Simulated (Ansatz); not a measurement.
# NbP, pressure series

Start from NbP (space group I4_1md, No. 109; a = 3.340 Å, c = 11.448 Å).

Cell and atoms are relaxed at each pressure.

Method: Ansatz (a program for electronic structure), r2SCAN, PAW, cutoff 500 eV, no SOC.

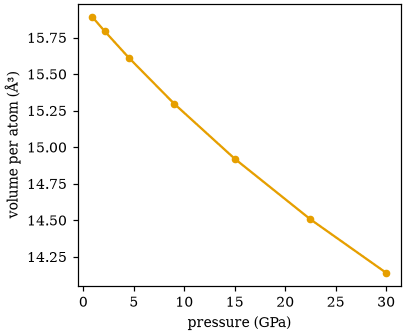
Volume against pressure

Task: Estimate the zero-pressure bulk modulus from the plot.

Result: About 190 GPa; a third-order Birch–Murnaghan fit to the points gives V₀ = 15.96 Å³/atom, B₀ = 194 GPa and B₀′ = 4.0.

Load acts through the strain it causes; cell and atoms are relaxed under it. Stability against distortions was not tested. No other phases were tried under pressure. All final runs are without spin polarisation.
